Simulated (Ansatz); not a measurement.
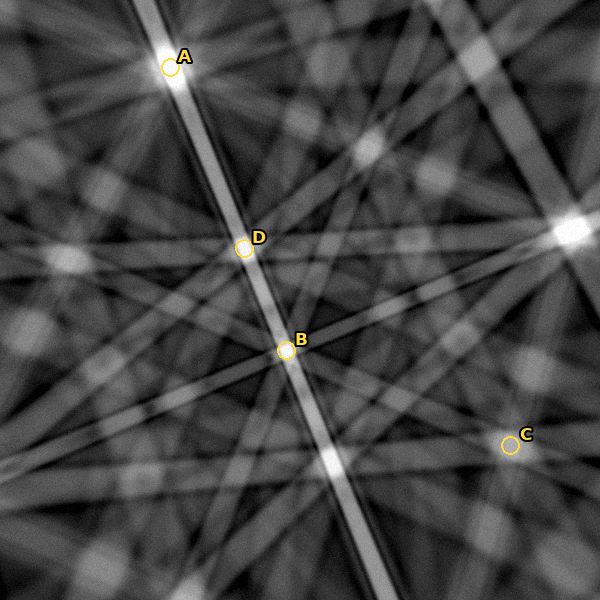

Simulated Kikuchi (electron backscatter) pattern at 15 kV: kinematic bands of width 2θ(Bragg) in gnomonic projection, seen from the camera side; the frame spans ±42° from its centre. Crystal: ZnC2, space group I4/mmm (No. 139), a = 3.532 Å, c = 5.058 Å. Structure: coordinates from a relaxation (final pressure about 14 GPa) with DFT PBEsol, scalar-relativistic, plane waves, PAW in Ansatz 0.2.0; the starting structure was generated, so it need not be a known form of this composition.

Pole A is [11-1] and pole B is [110].

### Index the poles C and D.

C is [311], 73.8° from A and 35.4° from B. D is [33-1], 26.7° from A and 18.6° from B.

### Which band joins A and B, and how wide is it?

It comes from the planes common to both zones. The strongest order is 1 -1 0 with d = 2.498 Å, so the band is 2θ = 2.3° wide (λ = 0.0994 Å). Other orders of the same planes (2 -2 0) lie on the same centre line with other widths.
